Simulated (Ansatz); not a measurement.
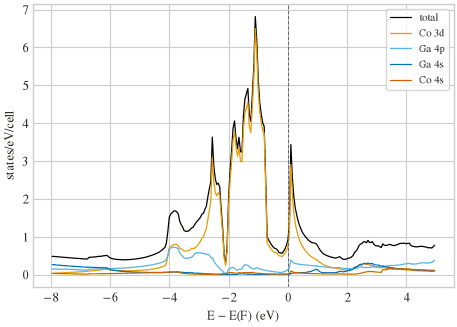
Figure: Total and projected density of states of GaCo (CsCl type, Pm-3m), the program Ansatz at the PBE level (PAW)

### Question
Which orbitals carry the states next to the Fermi level?

### Answer
Within 0.5 eV of the Fermi level: Co 3d 79 %, Ga 4p 15 %. Projections are on Löwdin-orthogonalised atomic valence shells; empty p or d shells of many metals are not among them.

### Question
Where is the tallest occupied peak in this window, and what makes it?

### Answer
Near -1.1 eV, about 6.8 states/eV per cell; the largest projected share is Co 3d.

The PBE relaxation kept the symmetry of its start. The workflow began spin-polarised and lost its moments. The cell computed holds one magnetic atom, so no antiferromagnetic order was within reach. Spin–orbit coupling is left out wherever it is not named.

Potentials: the later of the program's two PAW sets.
